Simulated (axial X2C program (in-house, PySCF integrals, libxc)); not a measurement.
**A two-component session on RuH: properties at the nuclei**

Wanted for RuH: properties at the nuclei, at the two-component level.

Program: an in-house X2C program for linear molecules on PySCF integrals. Level of theory: two-component X2C with atomic mean-field terms, Ru dyall-cv3z, H dyall-v3z. These are calculated values, not measurements.

### Step 1. Input

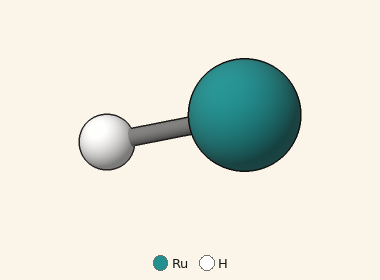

The two atoms at 1.570 Å (ruthenium teal, hydrogen white).

Input file task.json:

```json
{
 "zs": [
  44,
  1
 ],
 "q": 0,
 "bas": [
  "dyall-cv3z",
  "dyall-v3z"
 ],
 "r0": 1.57,
 "levels": [
  "PBE0",
  "HF",
  "r2SCAN",
  "BHandHLYP",
  "BP86"
 ],
 "nst": 3
}
```

Keys: zs atomic numbers; q charge; bas basis sets; r0 starting distance in Å; levels methods (HF also brings MP2); nst determinants followed.

On the command line:

```
$ python soeom.py task.json out
```

Further steps of the session: Expectation values, lowest determinant; Expectation values, a higher determinant; Expectation values, a higher determinant.

What does the calculation give? Wanted: lowest determinant; Eeff magnitude; Ws magnitude Ru; A∥/gI Ru; qzz Ru; higher determinant (for each run or level that gives them).

**Answer**, as computed:

```
                                        quantity                                                       value
                              lowest determinant  Ω = 3/2 (excess of +ω over −ω: ω = 1/2, ω = -3/2, ω = 5/2)
                    Eeff magnitude (GV/cm), PBE0                                                       0.312
                     Ws magnitude Ru (kHz), PBE0                                                       0.075
                            A∥/gI Ru (MHz), PBE0                                                         902
                             qzz Ru (a.u.), PBE0                                                       -3.95
                              higher determinant   Ω = 9/2 (excess of +ω over −ω: ω = 1/2, ω = 3/2, ω = 5/2)
Eeff magnitude (GV/cm), PBE0, higher determinant                                                        1.33
 Ws magnitude Ru (kHz), PBE0, higher determinant                                                       0.129
        A∥/gI Ru (MHz), PBE0, higher determinant                                                         624
         qzz Ru (a.u.), PBE0, higher determinant                                                        0.54
                              higher determinant                     Ω = 5/2 (excess of +ω over −ω: ω = 5/2)
Eeff magnitude (GV/cm), PBE0, higher determinant                                                        1.42
 Ws magnitude Ru (kHz), PBE0, higher determinant                                                       0.256
        A∥/gI Ru (MHz), PBE0, higher determinant                                                         756
         qzz Ru (a.u.), PBE0, higher determinant                                                        0.63
```

What this shows: In the first state, the effective field runs from 0.155 to 0.312 GV/cm over the mean-field levels, so the levels don't agree on it. The expectation values come from single determinants, which for open shells can mix terms of unlike spin or miss the lowest Ω, so a determinant need not be a state. Eeff is the effective electric field on the electron dipole moment in this Ω state and Ws the scalar–pseudoscalar constant (defined with the proton number Z and per Ω); A∥ is the parallel hyperfine constant, which follows by multiplying with the nuclear g factor gI = μI/(I μN); qzz is the electric field gradient, eQq0 = 234.96 MHz × Q/barn × qzz; μ is positive if H is the positive end. The operators were transformed with the bare-nucleus X2C matrices.
